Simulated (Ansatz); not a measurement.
**C2H9AlSi (SMILES C[SiH](C)[AlH2]) at PBE0/cc-pVDZ**

What is the energy change on altering one bond length of C2H9AlSi at PBE0/cc-pVDZ? 

Program for the calculation: Ansatz 0.2.0.

45 further runs of the same task are left out: 45 set aside as unsound or not needed. Runs told in other sessions of the task aren't counted.

## (1) The structure to begin with

C2H9AlSi has 13 atoms, charge 0, and is taken as a singlet. As SMILES, `C[SiH](C)[AlH2]`. The coordinates come from a PBE0-D4/def2-TZVP relaxation.

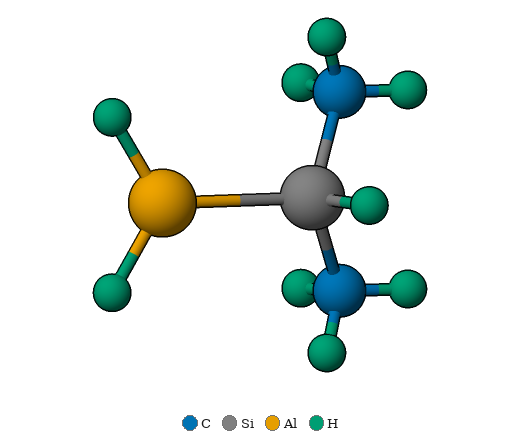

Viewed from a chosen angle; carbon blue, silicon grey, aluminium amber, hydrogen teal.

## (2) The energy at PBE0/cc-pVDZ

File job.yaml:

```yaml
basis:
  gaussian:
    orbitals: cc-pVDZ
crystal:
  periodic: [false, false, false]
  atoms:
    - {symbol: C, position_ang: [-0.866600, 1.411600, -0.714500]}
    - {symbol: Si, position_ang: [-0.138800, -0.288000, -0.351000]}
    - {symbol: C, position_ang: [1.742200, -0.215000, -0.436200]}
    - {symbol: Al, position_ang: [-0.964000, -1.250200, 1.760500]}
    - {symbol: H, position_ang: [-1.958500, 1.381800, -0.711700]}
    - {symbol: H, position_ang: [-0.550700, 2.142800, 0.033900]}
    - {symbol: H, position_ang: [-0.539400, 1.770100, -1.694100]}
    - {symbol: H, position_ang: [-0.602000, -1.216600, -1.435400]}
    - {symbol: H, position_ang: [2.070400, 0.143000, -1.415700]}
    - {symbol: H, position_ang: [2.144200, 0.462300, 0.321500]}
    - {symbol: H, position_ang: [2.182900, -1.200600, -0.270400]}
    - {symbol: H, position_ang: [-0.100900, -2.306700, 2.585400]}
    - {symbol: H, position_ang: [-2.398600, -0.869500, 2.342400]}
hamiltonian:
  xc: pbe0
accuracy: high
output: {orbitals: {seedname: orbitals}}
```

On the command line:

```
ansatz run job.yaml --threads 1 --pin off --max-ram 2610MiB --events-out events.jsonl --progress --plain --runs-dir runs
```

The log of the run:

```text
Warning: RAYON_NUM_THREADS=1 ignored (pool sized by the plan → 1); use --threads N
Functional definition: PBE0
  name "PBE0"
  parameter a = 0.25
  parameter kappa = 0.804
  parameter beta = 0.06672455060314922
  exchange = (1 - a)*pbe_x(kappa = kappa, mu = beta*pi^2/3) + a*exact_x
  correlation = pbe_c(beta = beta)
2636 factors; integrals over basis functions are off by at most 3.8e-9 eV
mean field evaluation 1: about -16678.3062 eV, gradient 5.5e1 eV
mean field evaluation 2: about -16675.5187 eV, gradient 6.1e1 eV
mean field evaluation 4: about -16685.7162 eV, gradient 1.2e0 eV
mean field evaluation 8: about -16685.9061 eV, gradient 9.6e-2 eV
mean field evaluation 16: about -16685.9062 eV, gradient 2.3e-5 eV
mean field -16685.90619066 eV, -613.1957423934 hartree, gradient 4.0e-8 eV, S^2 0.000000; 0 other end points of the search recorded, 0 dependent functions left out
reference -16685.90619412 eV, -613.1957425205 hartree; 24, 24 occupied and 85, 85 virtual orbitals, 2636 factors
Total energy: -16685.90619412 eV, -613.1957425205 hartree
```

It took 15 s on 1 thread of Intel Xeon Platinum 8259CL at 2.50GHz (Skylake/Cascade Lake), shared host; peak memory 0.46 GiB.

## (3) The distorted shape, same level

File job.yaml:

```yaml
crystal:
  periodic: [false, false, false]
  atoms:
    - {symbol: C, position_ang: [-0.926884, 1.310033, -0.828124]}
    - {symbol: Si, position_ang: [-0.199084, -0.389567, -0.464624]}
    - {symbol: C, position_ang: [1.681916, -0.316567, -0.549824]}
    - {symbol: Al, position_ang: [-1.024284, -1.351767, 1.646876]}
    - {symbol: H, position_ang: [-2.018784, 1.280233, -0.825324]}
    - {symbol: H, position_ang: [-0.610984, 2.041233, -0.079724]}
    - {symbol: H, position_ang: [-0.599684, 1.668533, -1.807724]}
    - {symbol: H, position_ang: [-0.662284, -1.318167, -1.549024]}
    - {symbol: H, position_ang: [2.010116, 0.041433, -1.529324]}
    - {symbol: H, position_ang: [2.144200, 0.462300, 0.321500]}
    - {symbol: H, position_ang: [2.122616, -1.302167, -0.384024]}
    - {symbol: H, position_ang: [-0.161184, -2.408267, 2.471776]}
    - {symbol: H, position_ang: [-2.458884, -0.971067, 2.228776]}
basis:
  gaussian: {orbitals: cc-pVDZ}
magnetization: {spin_polarized: false}
hamiltonian: {xc: {name: PBE0}}
accuracy: high
output: {orbitals: {seedname: orbitals}}
```

On the command line:

```
ansatz run job.yaml --threads 1 --pin off --max-ram 2610MiB --events-out events.jsonl --progress --plain --runs-dir runs
```

The log of the run:

```text
Warning: RAYON_NUM_THREADS=1 ignored (pool sized by the plan → 1); use --threads N
Functional definition: PBE0
  name "PBE0"
  parameter a = 0.25
  parameter kappa = 0.804
  parameter beta = 0.06672455060314922
  exchange = (1 - a)*pbe_x(kappa = kappa, mu = beta*pi^2/3) + a*exact_x
  correlation = pbe_c(beta = beta)
2640 factors; integrals over basis functions are off by at most 3.8e-9 eV
mean field evaluation 1: about -16678.2232 eV, gradient 5.4e1 eV
mean field evaluation 2: about -16675.1309 eV, gradient 6.1e1 eV
mean field evaluation 4: about -16685.4204 eV, gradient 1.3e0 eV
mean field evaluation 8: about -16685.6045 eV, gradient 1.0e-1 eV
mean field evaluation 16: about -16685.6045 eV, gradient 6.3e-6 eV
mean field -16685.60449836 eV, -613.1846554058 hartree, gradient 8.6e-8 eV, S^2 0.000000; 0 other end points of the search recorded, 0 dependent functions left out
reference -16685.60450185 eV, -613.1846555342 hartree; 24, 24 occupied and 85, 85 virtual orbitals, 2640 factors
Total energy: -16685.60450185 eV, -613.1846555342 hartree
```

Run time: 14 s. Hardware: 1 thread of Intel Xeon Platinum 8259CL at 2.50GHz (Skylake/Cascade Lake), shared host; peak memory 0.47 GiB.

## (4) Summary of results

Level: PBE0/cc-pVDZ.

| quantity | value |
| --- | --- |
| first shape: total energy | -613.19574 Eh |
| first shape: HOMO energy | -6.94 eV |
| first shape: LUMO energy | -1.84 eV |
| first shape: HOMO–LUMO gap | 5.10 eV |
| distorted shape: total energy | -613.18466 Eh |
| distorted shape: HOMO energy | -6.95 eV |
| distorted shape: LUMO energy | -1.84 eV |
| distorted shape: HOMO–LUMO gap | 5.11 eV |
| energy change with the C3–H10 bond stretched from 1.093 to 1.257 Å | 0.302 eV |

What this shows: With the C3–H10 bond stretched from 1.093 to 1.257 Å the energy rises by 0.30 eV (29.1 kJ/mol). The first shape isn't relaxed at this level, so the change isn't measured from a minimum.
